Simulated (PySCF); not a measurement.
# C5H8FNPSi: the cost of one run

Computed with PySCF 2.14.0 and routines of our own; the level stands in each step. Atoms count from 0.

## (1) The system as given

17 atoms, charge 1, multiplicity 1; geometry from: GFN2-xTB.

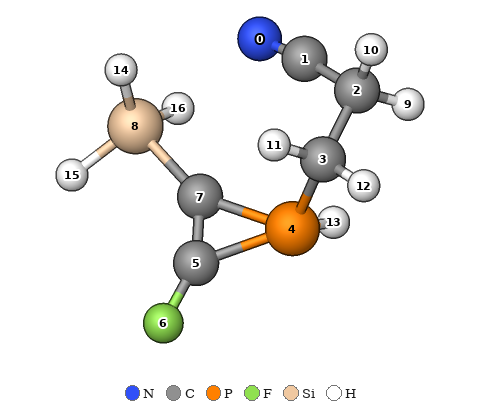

The starting geometry (nitrogen blue, carbon grey, phosphorus orange, fluorine green, silicon light orange, hydrogen white).

## (2) Magnetic properties: GIAO PBE/pcSseg-1

Job settings and geometry (Å):

```
{"job": {"kind": "mag", "xc": "PBE", "basis": "pcSseg-1", "isotopologues": 0}, "charge": 1, "multiplicity": 1}
N      0.140740     2.042602     0.760217
C     -0.851676     1.608538     0.396463
C     -2.033834     0.948434    -0.089674
C     -1.626605    -0.304557    -0.877093
P     -0.588015    -1.453310     0.138099
C      1.113852    -1.994357    -0.340662
F      1.599012    -3.071595    -0.840330
C      1.158251    -0.775010     0.102703
Si     2.512992     0.594825     0.512729
H     -2.674935     0.694762     0.760156
H     -2.593174     1.627100    -0.739815
H     -1.041741    -0.045491    -1.765256
H     -2.520240    -0.845454    -1.202019
H     -0.860720    -1.300527     1.486357
H      2.328509     1.556920    -0.560011
H      3.717876    -0.223030     0.360893
H      2.212711     0.952182     1.887334
```

With the program's defaults for keys left out, this is: GIAO PBE/pcSseg-1 magnetisability, rotational g tensor and spin-rotation constants, non-relativistic, gas phase.

Run with:

```bash
$ OMP_NUM_THREADS=1 python excited_run.py task.json out
```

The driver reads the jobs from task.json and runs them one after another.

**Question.** How long does this first job take on 1 thread of Arm Neoverse V2, shared host, and how much memory does it need?

About 53 s, with a peak of 0.72 GiB.
